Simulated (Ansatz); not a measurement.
## Electronic structure of AlF$_{2}$H$_{3}$OSi in real space

Input

```
crystal:
  periodic: [false, false, false]
  atoms:
    - { symbol: Al, position_ang: [0.0, 0.0, 0.0] }
    - { symbol: O, position_ang: [0.0, 0.0, 1.78] }
    - { symbol: Si, position_ang: [-1.3147, -0.4067, 2.7436] }
    - { symbol: H, position_ang: [-2.239, -1.2403, 1.9804] }
    - { symbol: H, position_ang: [-0.8506, -1.1432, 3.9157] }
    - { symbol: H, position_ang: [-1.9987, 0.8095, 3.1733] }
    - { symbol: F, position_ang: [1.4635, 0.0, -0.845] }
    - { symbol: F, position_ang: [-1.4635, 0.0, -0.845] }
basis:
  gaussian: { orbitals: def2-SVP }
hamiltonian:
  xc: lda
relax:
  f_tol: 0.02
  max_steps: 40
output:
  orbitals: {}
```

Command:

```sh
ansatz run input.yaml --threads 1 --pin off --max-ram 2048MiB --backend cpu --events-out ev --progress --plain --runs-dir out
```

The fields are those of the run's last geometry, not of the input's.

Method: RKS LDA/def2-SVP in Ansatz.

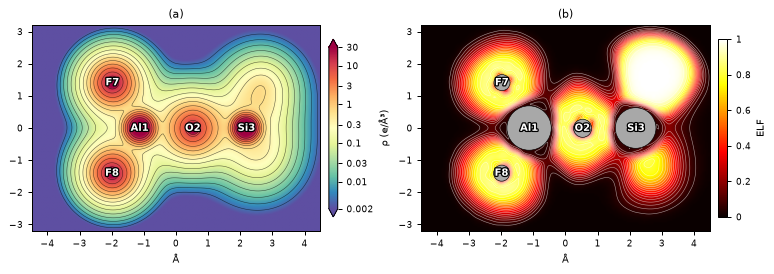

Figure 1. (a) total electron density; (b) electron localisation function on the plane of atoms F7, Al1 and F8. Grey discs cover the atomic cores in the ELF map.

Describe what can be read from this map.

- The plane passes through Al, O, Si and F nuclei.
- Al–F (1.64 Å): ρ at the midpoint is about 0.85 e/Å³; the ELF peaks at about 0.85 in the valence shell of F, 0.6 Å from its nucleus, and is about 0.30 at the midpoint.
- Si–O (1.65 Å): ρ at the midpoint is about 1 e/Å³; the ELF peaks at about 0.85 between the atoms; a shared but strongly polarised pair.
- Al–O (1.67 Å): ρ at the midpoint is about 0.86 e/Å³; the ELF peaks at about 0.85 in the valence shell of O, 0.6 Å from its nucleus, and is about 0.35 at the midpoint.
- The ELF also peaks beside F8, O2 and F7, away from the bonds: lone-pair regions.

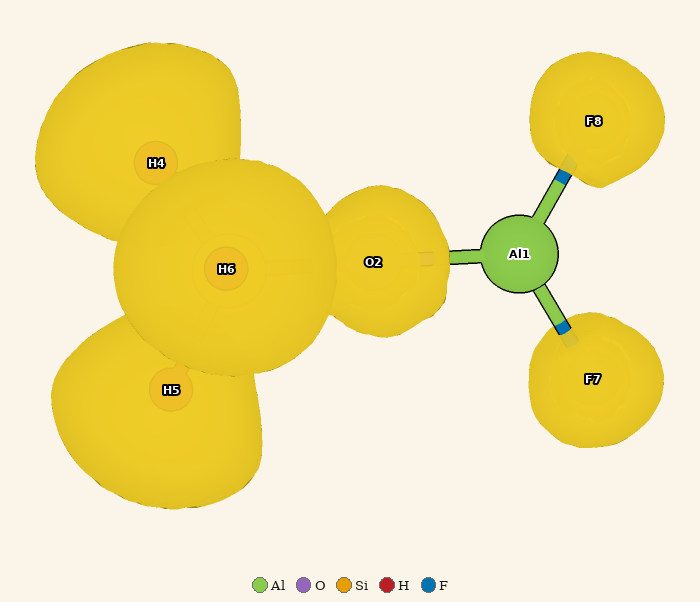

Figure 2. Isosurface of the electron localisation function at 0.8 (yellow), seen at a tilt. Only the valence region is drawn (cores and ρ < 0.01 e/Å³ removed).

Identify the bonds, lone pairs and shells in this picture.

The ELF exceeds this value in three regions around hydrogen nuclei, two regions wrapped around F (the valence shell of each) and one region wrapped around O (its valence shell).

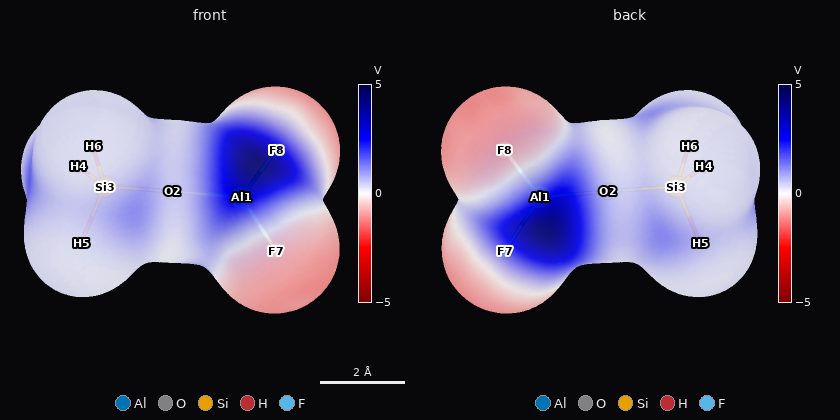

Figure 3. The molecular electrostatic potential painted on the density surface at 0.002 e/bohr³, seen from the front and from behind; the colour scale runs from red (negative) to blue (positive).

Which sites attract a positive test charge, and which a negative one?

A positive charge is drawn to the negative regions and a negative charge to the positive ones. The most negative region (about −1.0 V) lies over F7 and F8, the most positive (about +4.3 V) over Al1.
